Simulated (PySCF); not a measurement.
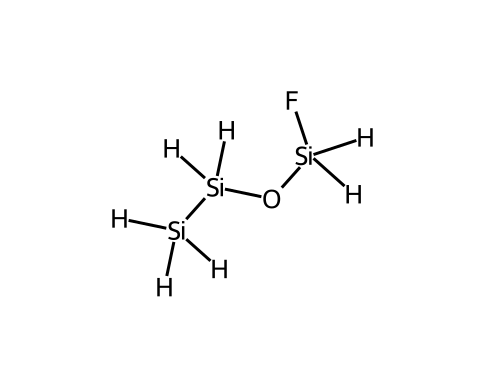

A structural formula.

Question: Transcribe the drawing into SMILES.

Answer: F[SiH2]O[SiH2][SiH3]

Question: Give the formula, hydrogens included.

Answer: FH7OSi3.

Question: An optimisation with PBE0-D3(BJ)/def2-SVP gave a structure of which point group?

Answer: C1. Other conformers may differ.

The parts below concern this one geometry. Atoms keep their numbers from picture to picture. The geometry was computed by an optimisation with PBE0-D3(BJ)/def2-SVP. No frequency run is at hand to confirm it as a minimum.

## Geometry

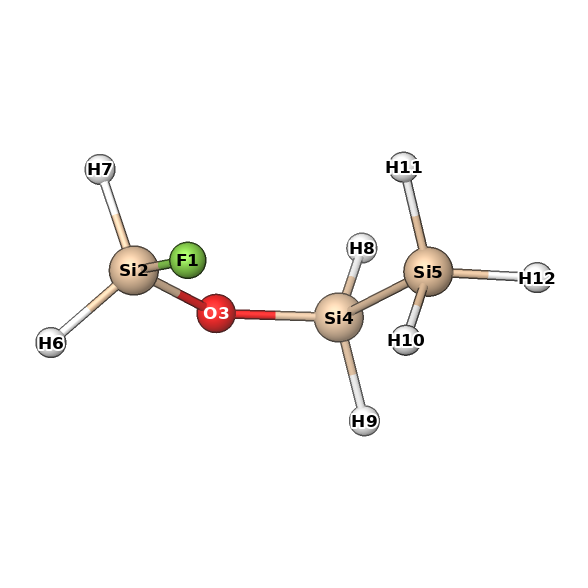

Atoms carry their numbers in the input. No frequency run is at hand to confirm it as a minimum.

List the bonds and their lengths.

```json
{"bond": "F1–Si2", "length (Å)": "1.627", "order": "single"}
{"bond": "Si2–O3", "length (Å)": "1.638", "order": "single"}
{"bond": "Si2–H6", "length (Å)": "1.482", "order": "single"}
{"bond": "Si2–H7", "length (Å)": "1.485", "order": "single"}
{"bond": "O3–Si4", "length (Å)": "1.675", "order": "single"}
{"bond": "Si4–Si5", "length (Å)": "2.349", "order": "single"}
{"bond": "Si4–H8", "length (Å)": "1.495", "order": "single"}
{"bond": "Si4–H9", "length (Å)": "1.493", "order": "single"}
{"bond": "Si5–H10", "length (Å)": "1.493", "order": "single"}
{"bond": "Si5–H11", "length (Å)": "1.494", "order": "single"}
{"bond": "Si5–H12", "length (Å)": "1.497", "order": "single"}
```

## NMR shielding

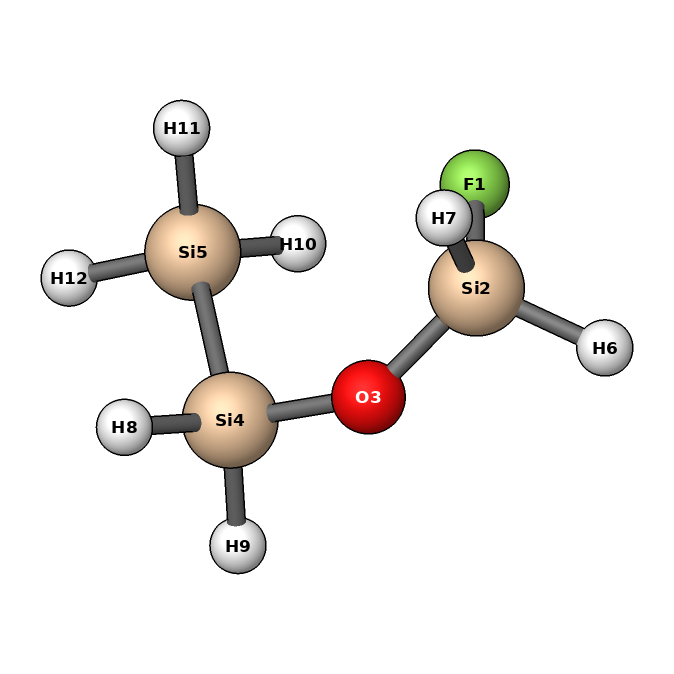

No frequency run is at hand to confirm it as a minimum. Level of theory: GIAO PBE0/pcSseg-1 NMR shielding, non-relativistic, IEF-PCM chloroform (PySCF 2.14.0). Principal shieldings σ11 ≤ σ22 ≤ σ33, span Ω = σ33 − σ11, skew κ = 3(σiso − σ22)/Ω.

Give the shielding tensors of the F atoms.

```csv
atom,σ11,σ22,σ33,σiso,Ω,κ
F1,273.6,353.2,415.8,347.5,142.3,−0.12
```

Shieldings and span in ppm.

## Levels of theory compared

No frequency run is at hand to confirm it as a minimum. Program: PySCF 2.14.0.

At this fixed geometry, give HOMO–LUMO gap (eV) at these levels: BHandHLYP/aug-pcX-1 (pcseg-1 on H) (def2-SVPD on Si); PBE0/def2-SVPD; PBE0/def2-SVPD in chloroform (IEF-PCM); PBE0/pcSseg-1 in chloroform (IEF-PCM).

```tsv
level	HOMO–LUMO gap (eV)
BHandHLYP/aug-pcX-1 (pcseg-1 on H) (def2-SVPD on Si)	9.64
PBE0/def2-SVPD	7.69
PBE0/def2-SVPD in chloroform (IEF-PCM)	7.71
PBE0/pcSseg-1 in chloroform (IEF-PCM)	7.92
```

## Quadrupole coupling

No frequency run is at hand to confirm it as a minimum. Electric field gradients from the ground-state density, PBE0/pcSseg-1 in chloroform (IEF-PCM) (PySCF 2.14.0), non-relativistic apart from any core potentials.

Give the largest field-gradient component, the quadrupole coupling constant and the asymmetry for 17O at O3 (Q = −25.6 mb), 2H at H6 (Q = 2.86 mb), 2H at H7 (Q = 2.86 mb).

| atom | V_zz (a.u.) | e²qQ/h (MHz) | η |
| --- | --- | --- | --- |
| O3 | 1.108 | −6.67 | 0.28 |
| H6 | 0.139 | 0.094 | 0.01 |
| H7 | 0.137 | 0.092 | 0.01 |

## Polarisability

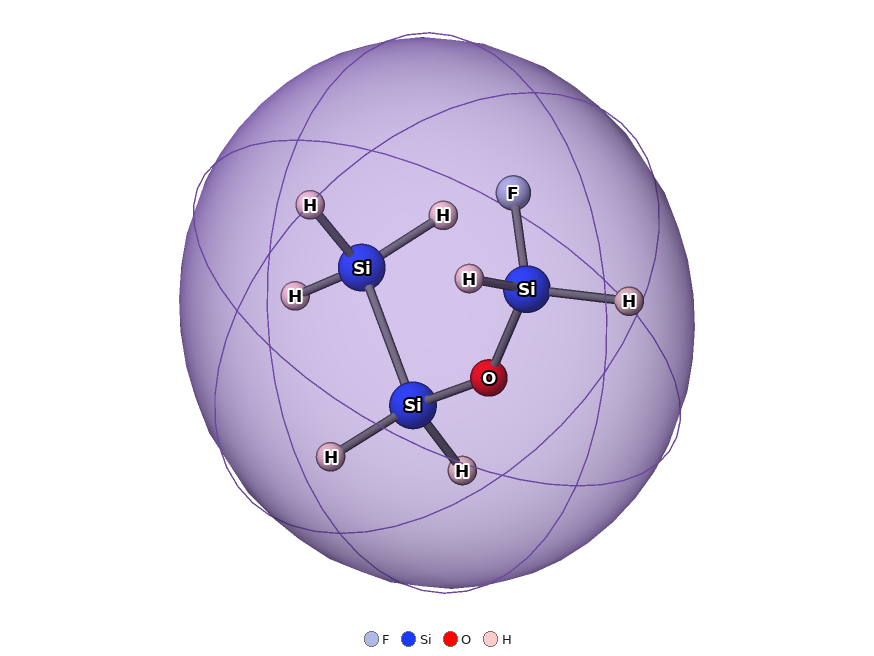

The ellipsoid shows the static dipole polarisability: its half-axes are proportional to the principal values. No frequency run is at hand to confirm it as a minimum. Method: PBE0/def2-SVPD in chloroform (IEF-PCM) (PySCF 2.14.0).

Question: Give the principal values, the mean and the anisotropy.

Answer: Principal values 95.7, 105.2, 112.7 bohr³; mean 104.5 bohr³ (15.49 Å³); anisotropy 14.8 bohr³, so the longest axis is 1.18 times the shortest.
